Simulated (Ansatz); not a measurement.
**CH₄BF (SMILES CBF): functionals against CCSD(T) at one geometry**

Aim: energy, forces and dipole at a structure displaced at random from a GFN2-xTB minimum, from CCSD(T) and from density functionals.

The runs use Ansatz 0.2.0, Gaussian basis; single points in def2-TZVPP.

Cores are frozen in the correlated methods.

## (1) Starting geometry

7 atoms, charge 0, spin multiplicity 1.

Atoms are counted from 1 here; the program's logs count them from 0.

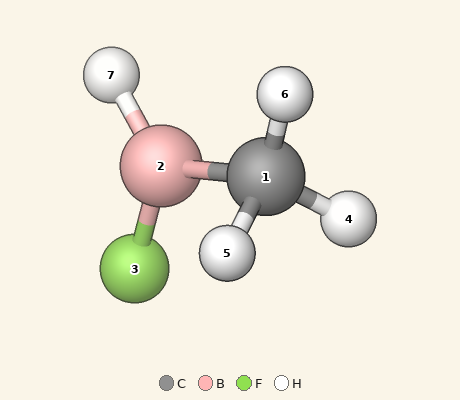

The starting geometry (carbon grey, boron pink, fluorine green, hydrogen white); atoms are numbered from 1 in the order of the file.

As a file:

```xyz
7

C    -0.5995    0.3458   -0.1181
B     0.7589   -0.4021    0.2489
F     1.3339   -1.1578   -0.6747
H    -1.2774   -0.3438   -0.5373
H    -0.3289    1.0286   -1.0149
H    -1.0298    0.9349    0.6278
H     1.2789   -0.5058    1.2914
```

## (2) CCSD(T)/def2-TZVPP

The input, run/in.yaml:

```yaml
crystal:
  periodic: [false, false, false]
  atoms:
    - {symbol: C, position_ang: [-0.599500, 0.345800, -0.118100]}
    - {symbol: B, position_ang: [0.758900, -0.402100, 0.248900]}
    - {symbol: F, position_ang: [1.333900, -1.157800, -0.674700]}
    - {symbol: H, position_ang: [-1.277400, -0.343800, -0.537300]}
    - {symbol: H, position_ang: [-0.328900, 1.028600, -1.014900]}
    - {symbol: H, position_ang: [-1.029800, 0.934900, 0.627800]}
    - {symbol: H, position_ang: [1.278900, -0.505800, 1.291400]}
basis:
  gaussian: {orbitals: def2-TZVPP}
correlation: {method: ccsd_t}
output: {forces: true}
```

The command line of these runs was not kept.

## (3) PBE0-D4/def2-TZVPP

run/in.yaml: that of step 2 with these lines changed.

```diff
@@ -12,3 +12,3 @@
   gaussian: {orbitals: def2-TZVPP}
-correlation: {method: ccsd_t}
-output: {forces: true}
+hamiltonian: {xc: pbe0, dispersion: d4}
+output: {forces: true, orbitals: {seedname: orbitals}}
```

## (4) wB97M-V/def2-TZVPP

run/in.yaml: that of step 3 with these lines changed.

```diff
@@ -12,3 +12,3 @@
   gaussian: {orbitals: def2-TZVPP}
-hamiltonian: {xc: pbe0, dispersion: d4}
-output: {forces: true, orbitals: {seedname: orbitals}}
+hamiltonian: {xc: {name: wB97M-V}}
+output: {forces: true}
```

## (5) r2SCAN-D4/def2-TZVPP

run/in.yaml: that of step 4 with these lines changed.

```diff
@@ -12,3 +12,3 @@
   gaussian: {orbitals: def2-TZVPP}
-hamiltonian: {xc: {name: wB97M-V}}
+hamiltonian: {xc: r2scan, dispersion: d4}
 output: {forces: true}
```

## (6) PBE-D4/def2-TZVPP

run/in.yaml: that of step 5 with these lines changed.

```diff
@@ -12,3 +12,3 @@
   gaussian: {orbitals: def2-TZVPP}
-hamiltonian: {xc: r2scan, dispersion: d4}
+hamiltonian: {xc: pbe, dispersion: d4}
 output: {forces: true}
```

## (7) B97M-V/def2-TZVPP

run/in.yaml: that of step 6 with these lines changed.

```diff
@@ -12,3 +12,3 @@
   gaussian: {orbitals: def2-TZVPP}
-hamiltonian: {xc: pbe, dispersion: d4}
+hamiltonian: {xc: {name: B97M-V}}
 output: {forces: true}
```

## (8) SPW92/def2-TZVPP

run/in.yaml: that of step 7 with these lines changed.

```diff
@@ -12,3 +12,3 @@
   gaussian: {orbitals: def2-TZVPP}
-hamiltonian: {xc: {name: B97M-V}}
+hamiltonian: {xc: lda}
 output: {forces: true}
```

(Steps that only read results are left out.)

Q: Predict the outcome of this session. Wanted: energy less free atoms, CCSD(T)/def2-TZVPP; RMS force component; RMS force error; HOMO and LUMO, PBE0-D4; T1 diagnostic.

The runs gave:

| quantity | value |
| --- | --- |
| energy less free atoms, CCSD(T)/def2-TZVPP | -27.489 eV |
| RMS force component | 1.058 to 1.180 eV/Å over the methods |
| RMS force error | PBE0-D4 0.102, wB97M-V 0.059, r2SCAN-D4 0.082, PBE-D4 0.172, B97M-V 0.145, SPW92 0.287 eV/Å |
| HOMO and LUMO, PBE0-D4 | -8.90 and -0.57 eV |
| T1 diagnostic | 0.012 |

**Reading.** Against CCSD(T) the functionals' energies less atoms differ by -4.195 to -0.660 eV, PBE-D4 by -1.035 eV. CCSD(T) in triple zeta still lacks some correlation energy of the bonds, so part of these gaps is its own basis error and they don't rank the functionals. On forces the order runs from wB97M-V to SPW92. Frozen-core CCSD(T) forces in triple zeta carry basis errors of their own, and this is one geometry, so small gaps rank nothing.
